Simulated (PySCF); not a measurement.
C5H7O2Si (doublet)

Input file:

```
{"job": {"kind": "epr", "basis": "pcH-1"}, "charge": 0, "multiplicity": 2}
C      2.764600    -0.645522    -0.204526
C      1.847479     0.302606     0.079797
C      0.455965     0.137312    -0.066611
O     -0.067067    -1.016529    -0.511600
C     -0.490967     1.182768     0.254604
O     -0.186122     2.290150     0.667476
C     -1.926623     0.727245     0.012604
Si    -1.725947    -1.049788    -0.611726
H      3.816568    -0.469992    -0.072290
H      2.461520    -1.609680    -0.574786
H      2.141785     1.274431     0.452522
H     -2.394455     1.414953    -0.691904
H     -2.483177     0.828417     0.944449
H     -2.171118    -2.091436     0.305019
H     -2.046855    -1.266945    -2.016249
```

Command:

```sh
OMP_NUM_THREADS=1 python probes_run.py task.json out
```

Geometry: GFN2-xTB.

Computed with UKS B3LYP, pcH-1 on C H O Si, non-relativistic, mean-field spin-orbit, GIAO (PySCF).

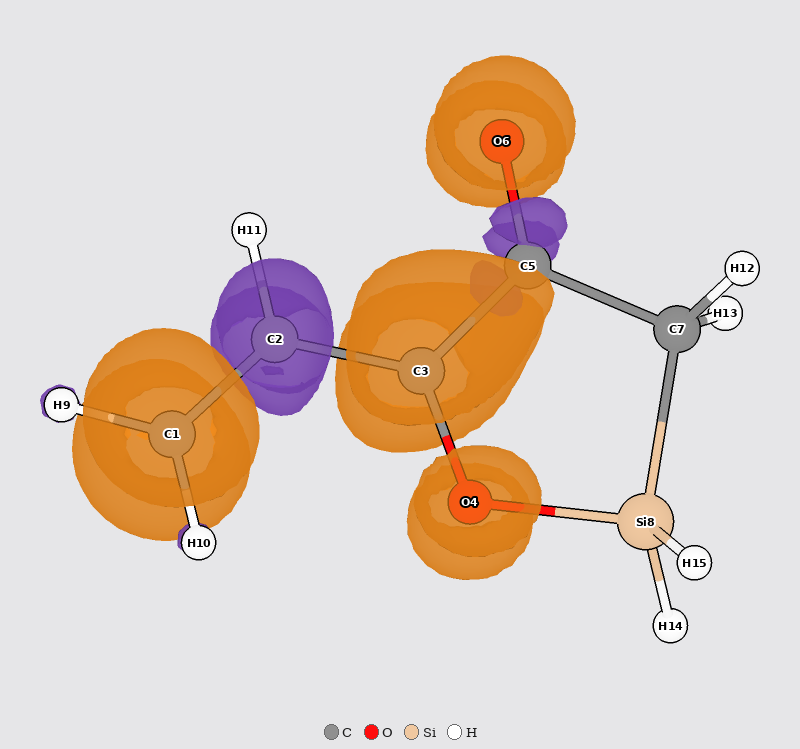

Figure 1. Isosurfaces of the spin density (α minus β) at +0.02 (orange) and −0.02 e/Å³ (purple), seen at a tilt.

> Describe the spin distribution.

The unpaired spin (1 electron) lies mostly on C3 (about 0.3), C1 (about 0.3), O6 (about 0.2) and O4 (about 0.1), in electrons by Hirshfeld's partition.

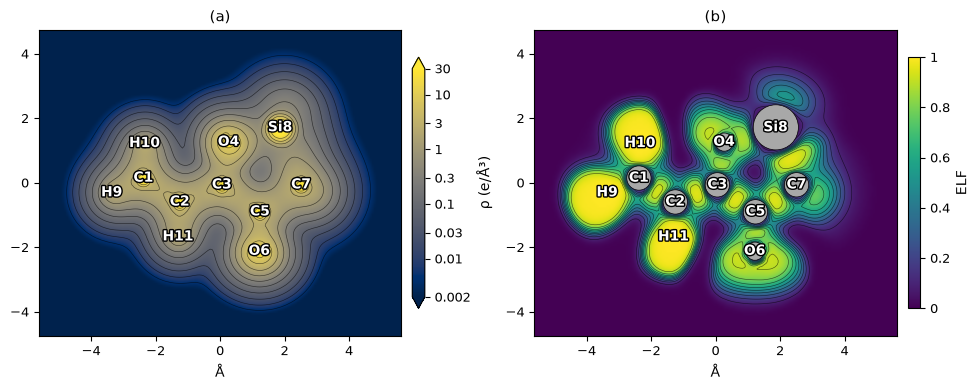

Figure 2. (a) total electron density; (b) electron localisation function on the plane of atoms C1, C2 and H11. Grey discs cover the atomic cores in the ELF map.

> Describe what can be read from this map.

The plane passes through C, O, Si and H nuclei.
C–O (1.22 Å): the density is about 2.9 e/Å³ at the midpoint; the ELF peaks at about 0.85 between the atoms: a multiple bond.
C–C (1.35 Å): ρ at the midpoint is about 2.1 e/Å³; the ELF peaks at about 0.95 between the atoms; a covalent bond.
Si–O (1.66 Å): ρ at the midpoint is about 1 e/Å³; the ELF peaks at about 0.90 between the atoms, as expected for a polar covalent bond.
C–Si (1.89 Å): the density is about 0.87 e/Å³ at the midpoint; the ELF peaks at about 0.95 between the atoms: a covalent bond.
C–H (1.07 Å): ρ is about 1.9 e/Å³ halfway; the ELF climbs to about 1 towards the hydrogen, as it does in any bond to H (a covalent bond by its length).
The ELF also peaks beside O6 and O4, away from the bonds: non-bonding electrons, paired or unpaired.

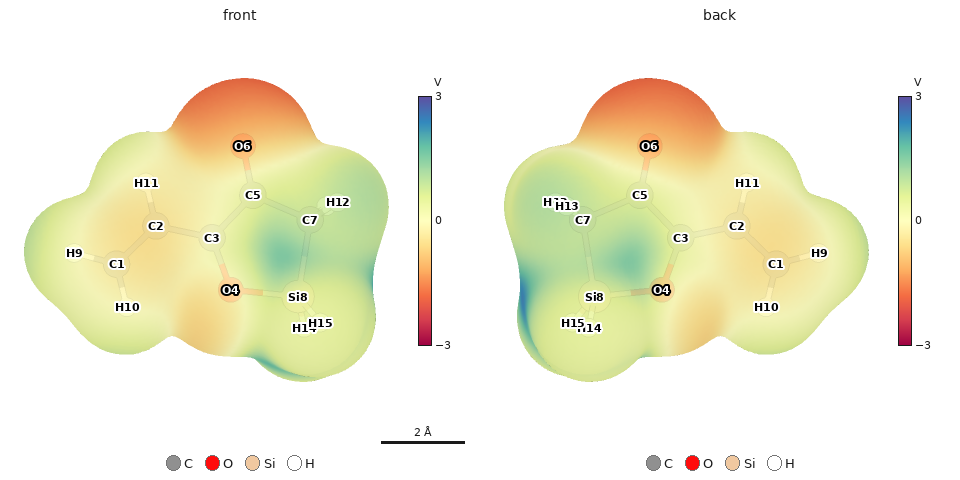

Figure 3. The molecular electrostatic potential painted on the density surface at 0.002 e/bohr³, seen from the front and from behind; the colour scale runs from red (negative) to blue (positive).

> Describe the electrostatic potential map.

The most negative region (about −1.8 V) lies over O6, the most positive (about +2.3 V) over Si8. O6 is the likeliest acceptor of a hydrogen bond.
